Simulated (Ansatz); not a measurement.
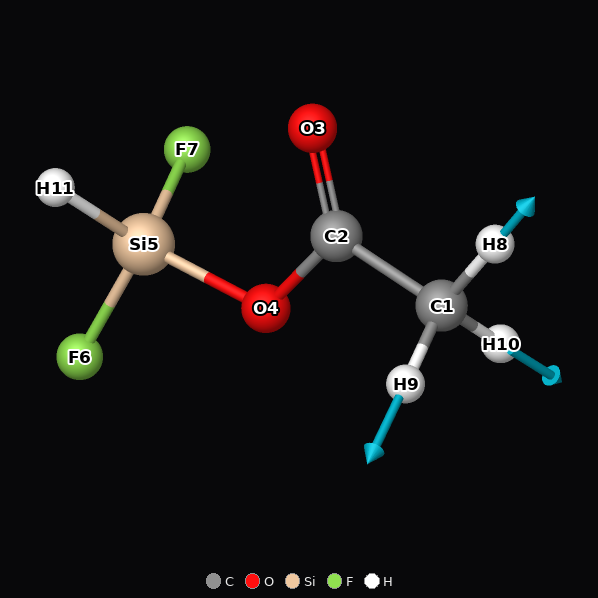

The arrows show one normal mode. Harmonic vibrations computed with RKS PBE0-D4/def2-TZVP (Ansatz 0.2.0) at a stationary point of the same level.

Question: What kind of motion is it?

Answer: Mostly in-phase stretching of 3 C–H bonds.

Question: Estimate its harmonic wavenumber.

Answer: 3074 cm⁻¹; it is mode 25 of 27 counted from the lowest.
